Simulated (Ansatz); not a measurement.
**Profile along the Zn–F line in KZnF3 (cubic perovskite)**

KZnF₃ (cubic perovskite)

```cif
data_F3KZn
_chemical_formula_sum 'K1 Zn1 F3'
_space_group_name_H-M_alt 'Pm-3m'
_space_group_IT_number 221
_space_group_name_Hall '-P 4 2 3'
_cell_length_a 4.12746
_cell_length_b 4.12746
_cell_length_c 4.12746
_cell_angle_alpha 90.000
_cell_angle_beta 90.000
_cell_angle_gamma 90.000
loop_
_atom_site_label
_atom_site_type_symbol
_atom_site_symmetry_multiplicity
_atom_site_Wyckoff_symbol
_atom_site_fract_x
_atom_site_fract_y
_atom_site_fract_z
_atom_site_occupancy
K1 K 1 a 0.00000 0.00000 0.00000 1
Zn1 Zn 1 b 0.50000 0.50000 0.50000 1
F1 F 3 c 0.00000 0.50000 0.50000 1
```

Fields along a shortest Zn–F line of a {110} plane (2.06 Å), from Zn to F, interpolated on the slice's grid (step about 0.2 Å). Calculation: PBE (plane waves to 420 eV, PAW, scalar-relativistic; Ansatz, a program for electronic structure). k mesh 8×8×8. Near the nuclei the fields are pseudised (PAW); where an atom keeps semicore shells as valence, they peak there. KZnF3 was relaxed with its symmetry unable to fall.

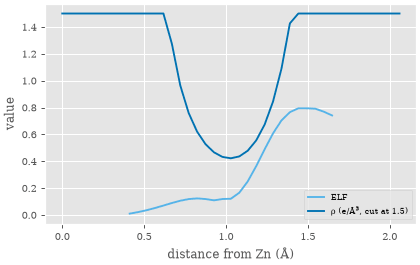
Figure. ELF (away from the nuclei) and valence density from Zn to F.

Density on the Zn–F line (2.06 Å) at its midpoint: 0.42 e/Å³. ELF at that point: 0.1.
